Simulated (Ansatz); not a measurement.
# ClGaH4O3: two geometries relaxed

Aim: relax the geometries before and after the reaction (exchange4), and see whether they are two minima and how far apart in energy. Meant to form: Ga1–Cl6, H5–O2; to break: Ga1–O2, H5–Cl6. The start is a guess near the saddle point, from which both ends are pulled out.

Method: RKS BLYP-D4/def2-SVP, in Ansatz 0.2.0.

## (1) The system as given

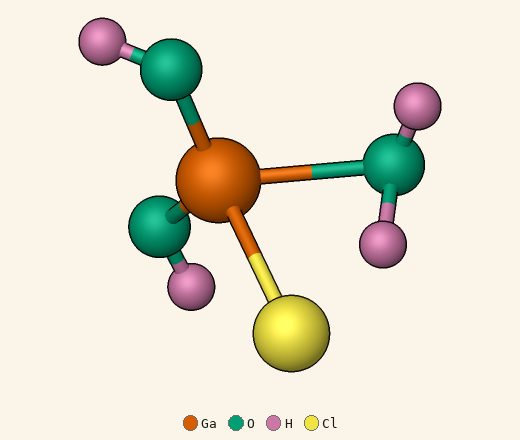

The starting structure, seen from a chosen angle (gallium orange, oxygen teal, hydrogen pink, chlorine yellow).

Coordinates:

```xyz
9

Ga   -0.1088   -0.5053   -0.0329
O     0.5247    1.4761    0.6697
O    -1.3371   -1.3203    0.8868
O     1.3457   -1.2875   -0.5717
H    -0.1044    1.8127   -0.3808
Cl   -1.0642    1.2369   -1.7320
H     1.4517    1.6468    0.4940
H    -2.0982   -0.8175    1.1710
H     1.3906   -2.2420   -0.5041
```

## (2) A restrained relaxation towards end A

Springs on the bonds that form and break draw the guess towards this end; the thresholds are loose.

Contents of input.yaml:

```yaml
crystal:
  periodic: [false, false, false]
  atoms:
    - { symbol: Ga, position_ang: [-0.1088, -0.5053, -0.0329] }
    - { symbol: O, position_ang: [0.5247, 1.4761, 0.6697] }
    - { symbol: O, position_ang: [-1.3371, -1.3203, 0.8868] }
    - { symbol: O, position_ang: [1.3457, -1.2875, -0.5717] }
    - { symbol: H, position_ang: [-0.1044, 1.8127, -0.3808] }
    - { symbol: Cl, position_ang: [-1.0642, 1.2369, -1.732] }
    - { symbol: H, position_ang: [1.4517, 1.6468, 0.494] }
    - { symbol: H, position_ang: [-2.0982, -0.8175, 1.171] }
    - { symbol: H, position_ang: [1.3906, -2.242, -0.5041] }
basis:
  gaussian: { orbitals: def2-SVP }
hamiltonian:
  xc: blyp
  dispersion: d4
relax:
  f_tol: 0.15
  max_steps: 25
  restrain:
    - { distance: [0, 5], at: 3.54, k: 30.0 }
    - { distance: [4, 1], at: 2.27, k: 30.0 }
    - { distance: [0, 1], at: 1.88, k: 30.0 }
    - { distance: [4, 5], at: 1.33, k: 30.0 }
output:
  orbitals: {}
```

Launch:

```console
$ ansatz run input.yaml --threads 2 --pin off --max-ram 3072MiB --backend cpu --events-out ev --progress --plain --runs-dir out
```

Log, cut to the lines that bear on the results:

```text
Warning: RAYON_NUM_THREADS=2 ignored (pool sized by the plan → 2); use --threads N
[...]
Functional definition: BLYP
[...]
1211 factors; their error is unknown
[...]
mean field -71094.54319982 eV, -2612.6762729813 hartree, gradient 2.4e-5 eV, S^2 0.000000; 0 other end points of the search recorded, 0 dependent functions left out
[...]
reference -71094.54353287 eV, -2612.6762852207 hartree; 38, 38 occupied and 74, 74 virtual orbitals, 1211 factors
relax step   1: F+E_penalty+E_count = -71094.95408877 eV  Δ(F+E_penalty+E_count) = +0.000e0 eV  max|allowed force component| = 2.819e0 eV/Å  E_restraint = 32.05334100 eV  max|allowed force component, restraints' pulls added| = 3.298e1 eV/Å  Δτ_max = 0.0000 Å  (31 SCF iters, accepted)
[...]
relax step   7: F+E_penalty+E_count = -71094.92228620 eV  Δ(F+E_penalty+E_count) = -2.256e-2 eV  max|allowed force component| = 7.970e-1 eV/Å  E_restraint = 0.00733469 eV  max|allowed force component, restraints' pulls added| = 7.538e-1 eV/Å  Δτ_max = 0.1743 Å  (31 SCF iters, accepted)
[...]
relax step   8: F+E_penalty+E_count = -71094.93949736 eV  Δ(F+E_penalty+E_count) = -1.721e-2 eV  max|allowed force component| = 6.747e-1 eV/Å  E_restraint = 0.01002089 eV  max|allowed force component, restraints' pulls added| = 3.299e-2 eV/Å  Δτ_max = 0.0789 Å  (30 SCF iters, accepted)
  distance Ga 0 - Cl 5 = 3.5363 Å
  distance H 4 - O 1 = 2.2610 Å
  distance Ga 0 - O 1 = 1.8580 Å
  distance H 4 - Cl 5 = 1.3207 Å
1211 factors; their error is unknown
mean field -71094.57533942 eV, -2612.6774540898 hartree, gradient 1.9e-5 eV, S^2 0.000000; 1 other end points of the search recorded, 0 dependent functions left out
[...]
reference -71094.57568545 eV, -2612.6774668059 hartree; 38, 38 occupied and 74, 74 virtual orbitals, 1211 factors
Total energy: -71094.93984338 eV, -2612.6908493632 hartree
Atom 0 at     0.220050    -0.535173     0.396795 Å, force     0.100826     0.674654     0.092532 eV/Å
Atom 1 at     0.539265     1.226179     0.894511 Å, force    -0.229422    -0.520198    -0.403048 eV/Å
Atom 2 at    -1.333576    -1.329426     0.825400 Å, force    -0.027778     0.017942     0.015075 eV/Å
Atom 3 at     1.567064    -1.411277    -0.413157 Å, force    -0.002442     0.008148    -0.004757 eV/Å
Atom 4 at    -0.552344     1.980367    -0.936239 Å, force    -0.043662    -0.154558    -0.017721 eV/Å
Atom 5 at    -1.252563     1.614083    -1.994388 Å, force     0.211997     0.010132     0.296327 eV/Å
Atom 6 at     1.468016     1.450471     0.679822 Å, force     0.003371    -0.005181     0.013760 eV/Å
Atom 7 at    -1.950735    -0.681848     1.220839 Å, force    -0.011825    -0.029101     0.007672 eV/Å
Atom 8 at     1.294823    -2.313477    -0.673583 Å, force    -0.001065    -0.001839     0.000160 eV/Å
Dipole moment:     0.112970     0.004531     0.155383 e Å
```

Wall time 16 s (2 threads of Arm Neoverse V2, shared host); peak memory 0.16 GiB.

The steps of the relaxation:

| step | energy from step 1 (eV) | largest force component (eV/Å) |
| --- | --- | --- |
| 1 | 0.0000 | 2.8192 |
| 2 | 0.4868 | 3.3992 |
| 3 | 0.4078 | 3.3133 |
| 4 | 0.1844 | 1.7750 |
| 5 | 0.0766 | 1.2400 |
| 6 | 0.0544 | 0.8907 |
| 7 | 0.0318 | 0.7970 |
| 8 | 0.0146 | 0.6747 |

Step 1 is the start. Energies and forces in the table leave out the springs, which the log lists apart; the run stops on the force with the springs' pull added.

After: Bond lengths: Ga1–O2 1.858 Å, Ga1–O3 1.797 Å, Ga1–O4 1.799 Å, H5–Cl6 1.321 Å, O2–H7 0.979 Å, O3–H8 0.978 Å, O4–H9 0.978 Å. Angles: Ga1–O2–H7 108.7°, O2–Ga1–O3 120.2°, O2–Ga1–O4 117.0°, O3–Ga1–O4 122.6°, Ga1–O3–H8 110.4°, Ga1–O4–H9 111.1°.

Pairs that crossed the distance rule for bonds on the way: came closer H5–Cl6; moved apart Ga1–Cl6.

## (3) Relaxing end A

It starts where the restrained run ended.

Contents of input.yaml:

```yaml
crystal:
  periodic: [false, false, false]
  atoms:
    - { symbol: Ga, position_ang: [0.22005, -0.535173, 0.396795] }
    - { symbol: O, position_ang: [0.539265, 1.226179, 0.894511] }
    - { symbol: O, position_ang: [-1.333576, -1.329426, 0.8254] }
    - { symbol: O, position_ang: [1.567064, -1.411277, -0.413157] }
    - { symbol: H, position_ang: [-0.552344, 1.980367, -0.936239] }
    - { symbol: Cl, position_ang: [-1.252563, 1.614083, -1.994388] }
    - { symbol: H, position_ang: [1.468016, 1.450471, 0.679822] }
    - { symbol: H, position_ang: [-1.950735, -0.681848, 1.220839] }
    - { symbol: H, position_ang: [1.294823, -2.313477, -0.673583] }
basis:
  gaussian: { orbitals: def2-SVP }
hamiltonian:
  xc: blyp
  dispersion: d4
relax:
  f_tol: 0.03
  max_steps: 50
output:
  orbitals: {}
```

Launch:

```console
$ ansatz run input.yaml --threads 2 --pin off --max-ram 3072MiB --backend cpu --events-out ev --progress --plain --runs-dir out
```

Log, cut to the lines that bear on the results:

```text
Warning: RAYON_NUM_THREADS=2 ignored (pool sized by the plan → 2); use --threads N
[...]
[... 1 set-up line as earlier in the session ...]
[...]
1211 factors; their error is unknown
[...]
mean field -71094.57536469 eV, -2612.6774550182 hartree, gradient 4.6e-5 eV, S^2 0.000000; 0 other end points of the search recorded, 0 dependent functions left out
[...]
reference -71094.57571048 eV, -2612.6774677258 hartree; 38, 38 occupied and 74, 74 virtual orbitals, 1211 factors
relax step   1: F+E_penalty+E_count = -71094.93952267 eV  Δ(F+E_penalty+E_count) = +0.000e0 eV  max|allowed force component| = 6.748e-1 eV/Å  Δτ_max = 0.0000 Å  (28 SCF iters, accepted)
[...]
relax step   4: F+E_penalty+E_count = -71095.10171541 eV  Δ(F+E_penalty+E_count) = -2.146e-2 eV  max|allowed force component| = 3.369e-1 eV/Å  Δτ_max = 0.1781 Å  (31 SCF iters, accepted)
[...]
relax step   7: F+E_penalty+E_count = -71095.26109370 eV  Δ(F+E_penalty+E_count) = -1.140e-1 eV  max|allowed force component| = 1.665e0 eV/Å  Δτ_max = 0.1937 Å  (34 SCF iters, accepted)
[...]
relax step  10: F+E_penalty+E_count = -71095.90621699 eV  Δ(F+E_penalty+E_count) = -8.044e-2 eV  max|allowed force component| = 1.200e0 eV/Å  Δτ_max = 0.1979 Å  (33 SCF iters, accepted)
[...]
relax step  12: F+E_penalty+E_count = -71095.96722295 eV  Δ(F+E_penalty+E_count) = +3.026e-2 eV  max|allowed force component| = 1.574e0 eV/Å  Δτ_max = 0.1695 Å  (33 SCF iters, rejected (line search))
[...]
relax step  13: F+E_penalty+E_count = -71096.05159810 eV  Δ(F+E_penalty+E_count) = -5.412e-2 eV  max|allowed force component| = 1.269e-1 eV/Å  Δτ_max = 0.0825 Å  (30 SCF iters, accepted)
[...]
1211 factors; their error is unknown
```

## (4) More of the same log: end point A relaxed

Output, continued, cut to the lines that bear on the results:

```text
mean field -71095.64685899 eV, -2612.7168317078 hartree, gradient 1.0e-5 eV, S^2 0.000000; 0 other end points of the search recorded, 0 dependent functions left out
[...]
reference -71095.64719623 eV, -2612.7168441010 hartree; 38, 38 occupied and 74, 74 virtual orbitals, 1211 factors
relax step  14: F+E_penalty+E_count = -71096.06680304 eV  Δ(F+E_penalty+E_count) = -1.520e-2 eV  max|allowed force component| = 1.007e-1 eV/Å  Δτ_max = 0.1000 Å  (30 SCF iters, accepted)
[...]
relax step  20: F+E_penalty+E_count = -71096.09853088 eV  Δ(F+E_penalty+E_count) = -1.211e-3 eV  max|allowed force component| = 3.533e-2 eV/Å  Δτ_max = 0.0184 Å  (27 SCF iters, accepted)
[...]
relax step  21: F+E_penalty+E_count = -71096.09859602 eV  Δ(F+E_penalty+E_count) = -6.514e-5 eV  max|allowed force component| = 1.557e-2 eV/Å  Δτ_max = 0.0069 Å  (28 SCF iters, accepted)
1211 factors; their error is unknown
[...]
Total energy: -71096.09893311 eV, -2612.7334451251 hartree
Atom 0 at    -0.399919    -0.323459    -0.237805 Å, force     0.002850    -0.004794    -0.004123 eV/Å
Atom 1 at     0.610963     1.375613     0.596330 Å, force     0.008282    -0.013990    -0.002297 eV/Å
Atom 2 at    -1.313290    -1.228390     1.032880 Å, force    -0.007454     0.002320    -0.002505 eV/Å
Atom 3 at     1.324366    -0.856398    -0.579039 Å, force    -0.012134     0.015565     0.001197 eV/Å
Atom 4 at     0.506536     2.096834    -0.061945 Å, force    -0.004709    -0.001279    -0.002757 eV/Å
Atom 5 at    -1.442177     0.783655    -1.827506 Å, force    -0.002373    -0.000635    -0.003876 eV/Å
Atom 6 at     1.471084     0.932555     0.367941 Å, force     0.010359     0.003778     0.006585 eV/Å
Atom 7 at    -2.263701    -1.002926     1.022495 Å, force     0.008738    -0.002705     0.002291 eV/Å
Atom 8 at     1.506137    -1.777586    -0.313352 Å, force    -0.003559     0.001739     0.005485 eV/Å
Dipole moment:     0.248113     0.242819     0.174988 e Å
```

Run time: 40 s. Hardware: 2 threads of Arm Neoverse V2, shared host; peak memory 0.16 GiB.

Relaxation path:

| step | energy from step 1 (eV) | largest force component (eV/Å) |
| --- | --- | --- |
| 1 | 0.0000 | 0.6748 |
| 2 | -0.1105 | 0.3545 |
| 3 | -0.1407 | 0.4866 |
| 4 | -0.1622 | 0.3369 |
| 5 | -0.1791 | 0.3267 |
| 6 | -0.2075 | 0.4790 |
| 7 | -0.3216 | 1.6648 |
| 8 | -0.6141 | 2.4014 |
| 9 | -0.8863 | 0.9675 |
| 10 | -0.9667 | 1.1998 |
| 11 | -1.0580 | 0.4935 |
| 12x | -1.0277 | 1.5740 |
| 13 | -1.1121 | 0.1269 |
| 14 | -1.1273 | 0.1007 |
| 15 | -1.1373 | 0.5628 |
| 16 | -1.1472 | 0.2254 |
| 17 | -1.1535 | 0.1095 |
| 18 | -1.1571 | 0.1784 |
| 19 | -1.1578 | 0.0888 |
| 20 | -1.1590 | 0.0353 |
| 21 | -1.1591 | 0.0156 |

Step 1 is the start. 1 step was tried and not accepted (marked x).

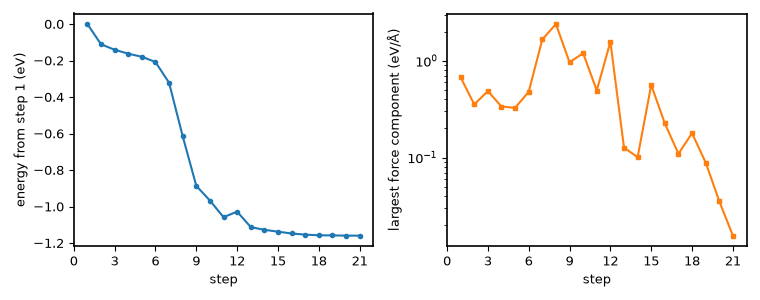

Energy and largest force along the relaxation.

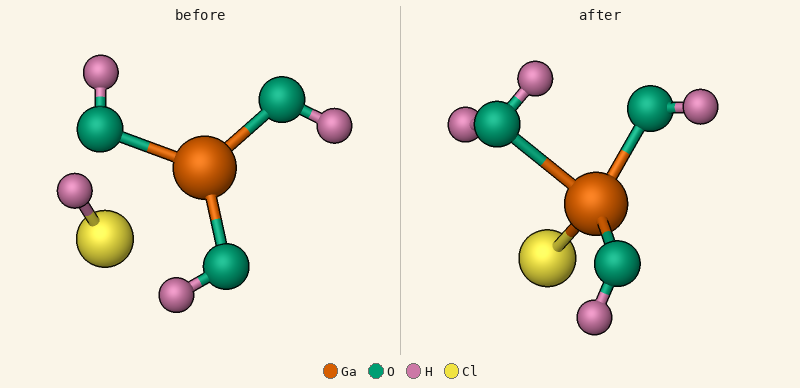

The structure before (left) and after (right), drawn at the same scale.

After: Bond lengths: Ga1–O2 2.146 Å, Ga1–O3 1.808 Å, Ga1–O4 1.837 Å, O2–H5 0.982 Å, Ga1–Cl6 2.200 Å, O2–H7 0.994 Å, O3–H8 0.977 Å, O4–H9 0.976 Å. Angles: Ga1–O2–H5 105.7°, Ga1–O2–H7 88.0°, H5–O2–H7 105.4°, O2–Ga1–O3 111.2°, O2–Ga1–O4 81.9°, O2–Ga1–Cl6 96.1°, O3–Ga1–O4 117.4°, O3–Ga1–Cl6 121.4°, O4–Ga1–Cl6 117.2°, Ga1–O3–H8 111.6°, Ga1–O4–H9 113.5°.

Pairs that crossed the distance rule for bonds on the way: came closer Ga1–Cl6, O2–H5; moved apart H5–Cl6.

[end of part 1 of 2]
